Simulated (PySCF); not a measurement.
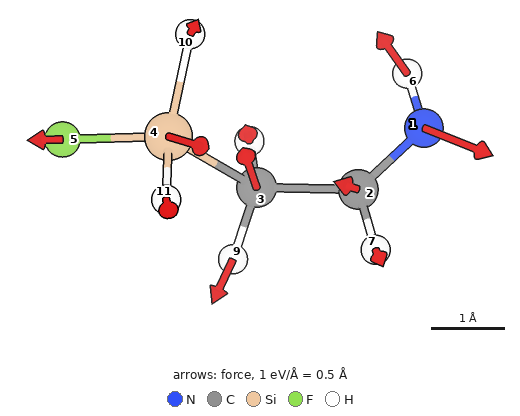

Starting geometry of C2H6FNSi with the computed forces as red arrows. Style: ball-and-stick. Shown from a free direction.

The start comes from GFN2-xTB. Its atoms were then displaced at random by about 0.01 Å.

All numbers below come from PBE0-D3(BJ)/def2-SVP geometry optimisation, gas phase in PySCF 2.14.0, density-fitted response routines. 

What follows when this structure is relaxed?

Answer. It isn't relaxed: the largest force vector, on the N atom, is 2.41 eV/Å. The final displacements follow the starting forces only in part (cosine between the two patterns 0.32). The largest move after the best rigid fit is that of an H atom, 0.16 Å. By element the largest moves are H 0.16 Å, F 0.11 Å, N 0.08 Å, Si 0.07 Å, C 0.03 Å. Among the contacts that change: C–Si 1.959 → 1.882 Å, H–Si 1.436 → 1.489 Å, H–N 0.987 → 1.028 Å, C–H 1.064 → 1.103 Å. Among the angles between lasting bonds that change: C–N–H 116.8° → 110.3°, H–Si–H 115.7° → 111.1°, C–Si–F 104.9° → 108.6°. After 8 geometry steps the energy has fallen by 5.41 kcal/mol.
